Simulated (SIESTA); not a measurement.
Band structure of Cu (Fm-3m, 1 atom in the cell).

```
Cu
1.0
    0.00000     1.80500     1.80500
    1.80500     0.00000     1.80500
    1.80500     1.80500     0.00000
Cu
1
Direct
  0.00000   0.00000   0.00000
```

Method: GGA PBE, numerical atomic orbitals DZP, PseudoDojo PBE standard norm-conserving potentials (rewritten from UPF to PSML) (SIESTA).

Settings: XC.functional = GGA; XC.authors = PBE; potentials = PseudoDojo PBE standard; PAO.BasisSize = DZP; PAO.EnergyShift = 0.005 Ry; MeshCutoff = 400 Ry; kgrid.MonkhorstPack = 21 21 21; OccupationFunction = MP; OccupationMPOrder = 0; ElectronicTemperature = 2320.9 K; MaxSCFIterations = 150; SCF.Mixer.Method = Pulay; SCF.Mixer.Weight = 0.1; SCF.Mixer.History = 8.

The starting cell has typed, rounded lattice constants, without a prior relaxation at this level. Spin polarisation is off. Values carry the incompleteness of an atom-centred basis.

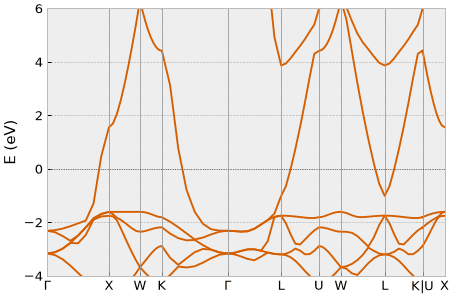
Figure. Bands along the path, energies from the Fermi level.

Levels in eV from the Fermi level, bands 6 to 11:
```
point      6      7      8      9     10     11
-----  -----  -----  -----  -----  -----  -----
Γ      -3.17  -3.16  -3.16  -2.31  -2.31  29.67
X      -4.59  -1.76  -1.61  -1.61   1.56   8.71
W      -3.67  -3.67  -2.35  -1.61   6.30   6.30
K      -4.21  -2.88  -2.18  -1.81   4.42   6.00
L      -3.20  -3.20  -1.75  -1.75  -1.01   3.87
U      -4.21  -2.88  -2.18  -1.81   4.42   6.00
```

Bands cross the Fermi level along this path, so the cell is metallic at this level.

Higher empty bands are left out: an atom-centred basis made for the valence describes them poorly.
